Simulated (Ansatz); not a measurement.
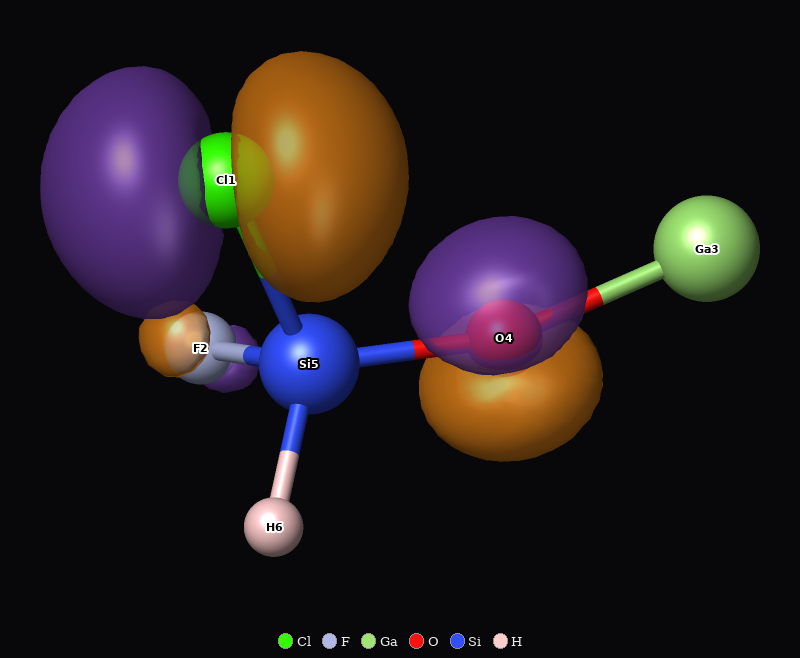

Figure. ClFGaHOSi. The HOMO−1 at ±0.15 Å⁻³ᐟ² (orange and purple are the two phases), seen at an oblique angle.

Geometry: r2SCAN-D4/def2-SVP.

All numbers below come from Ansatz, isolated molecule in a Gaussian basis; Kohn-Sham density functional theory, functional PBE0.

The calculation's input:

```
crystal:
  periodic: [false, false, false]
  atoms:
    - {symbol: Cl, position_ang: [-2.036842, 3.439764, -0.862793]}
    - {symbol: F, position_ang: [-0.368865, 1.196685, -1.829819]}
    - {symbol: Ga, position_ang: [-4.381255, -0.030880, -2.174679]}
    - {symbol: O, position_ang: [-2.934899, 1.039992, -2.489764]}
    - {symbol: Si, position_ang: [-1.662441, 2.031635, -2.323657]}
    - {symbol: H, position_ang: [-1.306786, 2.720279, -3.578642]}
basis:
  gaussian:
    orbitals: def2-TZVPD
hamiltonian:
  xc: {name: PBE0}
output: {forces: true, orbitals: {seedname: orbitals}}
```

Command:

```sh
ansatz run input.yaml --threads 1 --pin off --max-ram 2610MiB --events-out events.jsonl --progress --plain --runs-dir runs
```

What is the character of this orbital?

By Hirshfeld shares it lies mainly on Cl1 (about 65 %) and O4 (about 25 %). Its energy is −9.15 eV.
